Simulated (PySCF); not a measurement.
**C$_{6}$H$_{8}$NOP (SMILES COc1cnc(C)pc1): density, localisation and related maps**

```xyz
17

C    -3.1303    0.1961    0.4151
O    -2.3091   -0.3460   -0.5916
C    -0.9570   -0.2561   -0.4596
C    -0.3134    0.3461    0.6187
N     0.9963    0.4364    0.7682
C     1.8676   -0.0306   -0.0881
C     3.3126    0.1711    0.2661
P     1.4946   -0.8608   -1.6010
C    -0.2260   -0.8209   -1.5013
H    -2.9567   -0.2893    1.3807
H    -2.9827    1.2760    0.5167
H    -4.1519    0.0006    0.0925
H    -0.8762    0.7897    1.4290
H     3.3853    0.5968    1.2635
H     3.7840    0.8483   -0.4453
H     3.8501   -0.7752    0.2328
H    -0.7943   -1.2702   -2.3064
```

Geometry: GFN2-xTB.

These are results of PySCF 2.14.0, PBE0/pcSseg-1, SCF density, gas phase, non-relativistic, not measurements.

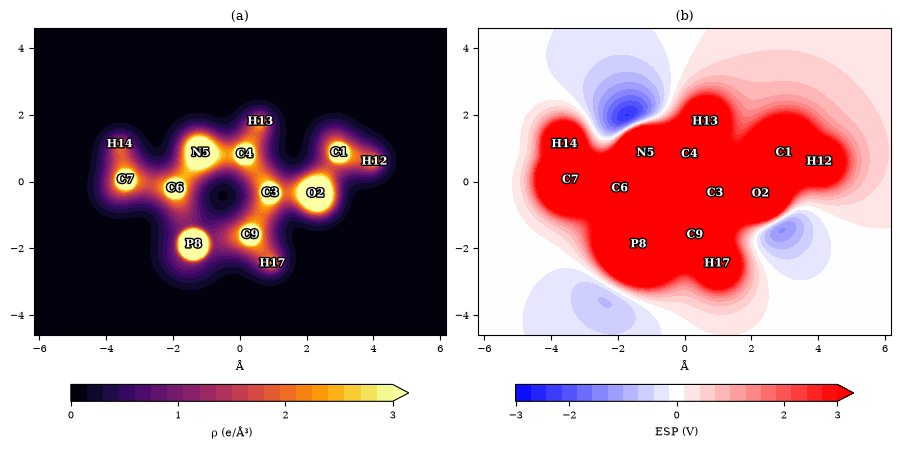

Figure 1. (a) electron density; (b) molecular electrostatic potential on the plane of atoms O2, C3 and C4.

Q: Describe what can be read from this map.

A: The section cuts through C, O, N, P and H sites.
C–N (1.31 Å): ρ at the midpoint is about 2.6 e/Å³.
C–O (1.36 Å): the density is about 2.3 e/Å³ at the midpoint, with its minimum of 2 e/Å³ about 0.5 Å from C.
C–C (1.39 Å): ρ at the midpoint is about 2.1 e/Å³.
C–P (1.72 Å): ρ is about 1.3 e/Å³ halfway.
C–H (1.08 Å): the density is about 2.1 e/Å³ at the midpoint.
Outside the dense part of the molecule the potential is most negative (−2.4 V) near N5.

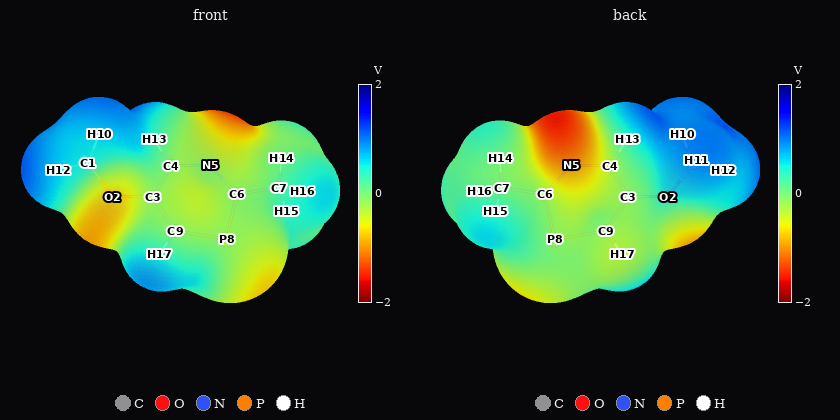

Figure 2. The electrostatic potential painted on the density surface at 0.002 e/bohr³, seen from the front and from behind; red is negative and blue positive.

Q: Describe the electrostatic potential map.

A: The most negative region (about −1.6 V, or −37 kcal/mol for a unit charge) lies over N5, the most positive (about +1.1 V, or +25 kcal/mol for a unit charge) over C1, H12 and H13. N5 is the likeliest acceptor of a hydrogen bond.

Q: What dipole moment does the calculation give?

A: Its dipole moment is 2.07 D.
